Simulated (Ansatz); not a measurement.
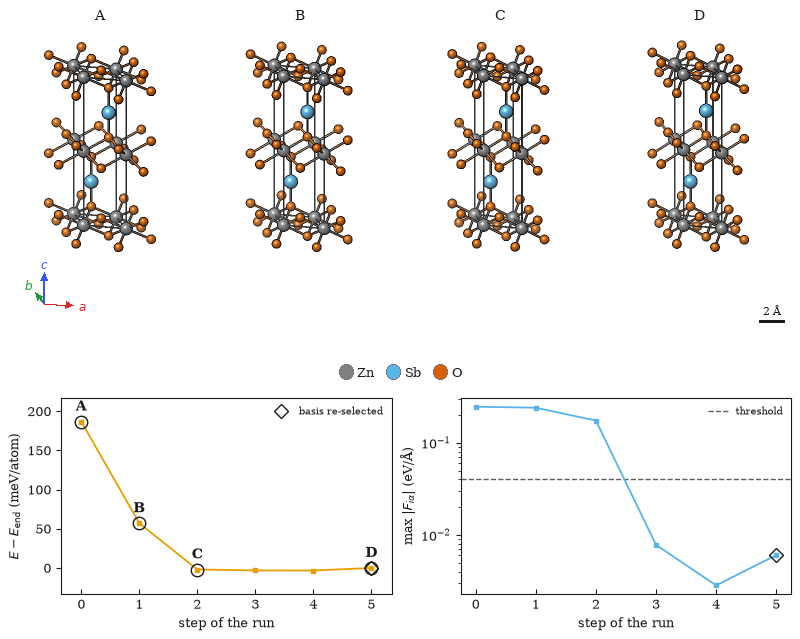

Frames of a relaxation of crystalline ZnSbO2 (a generated structure, set up in P6_3/mmc) (coarse preliminary run), marked on the history of the run. The picture is a ball-and-stick view of the cell of the calculation, seen slightly off an axis.

Method: DFT PBE, scalar-relativistic, plane waves, PAW in Ansatz. Set-up: plane-wave cutoff 420 eV; k-point mesh 6 × 6 × 2; occupations gaussian; smearing width 0.1 eV; no spin polarisation; cell and atoms relaxed; force threshold 0.04 eV/Å; at most 70 steps.

> Describe the path.

The largest moves relative to the cell, 0.047 Å, are those of O atoms. Sb and Zn stay in place. The drawn cell changes as follows: a = b 3.571 → 3.210 Å (−10.1 %), c 12.347 → 12.581 Å (+1.9 %); the volume changes by −17.7 %. Near-neighbour distances that change, for instance: O–Zn 2.295 → 2.142 Å, O–Sb 2.079 → 2.072 Å. Bond angles that change, for instance: Zn–O–Zn 102.2° → 97.1°, O–Zn–O 102.2° → 97.1°, O–Zn–O 77.8° → 82.9°. The space group stays P6_3/mmc (No. 194). After 4 accepted moves (5 points after the start) the energy has fallen by 187 meV per atom. The largest force component goes from 0.25 to 0.0061 eV/Å. Pressure: −10.75 GPa at the start and −0.33 GPa at the end. At 1 point the geometry stayed and the basis and grid were re-selected for the new cell (energy shift of 3.2 meV per atom at most each time). From step 0 to 1: O atoms move most (0.02 Å), volume −8.9 %, energy −130 meV per atom. From step 1 to 2: volume −9.7 %, energy −59.0 meV per atom. From step 2 to 5: O atoms move most (0.02 Å), energy +1.9 meV per atom.

| step | E − E(0), meV/atom | largest force component, eV/Å | pressure, GPa | volume, Å³/atom | note |
| --- | --- | --- | --- | --- | --- |
| 0 | 0.00 | 0.2459 | -10.75 | 17.047 |  |
| 1 | -129.91 | 0.2396 | -6.83 | 15.533 |  |
| 2 | -188.86 | 0.1740 | 0.45 | 14.024 |  |
| 3 | -190.06 | 0.0078 | -0.17 | 14.041 |  |
| 4 | -190.14 | 0.0028 | -0.02 | 14.036 |  |
| 5 | -186.92 | 0.0061 | -0.33 | 14.036 | same geometry, new basis |
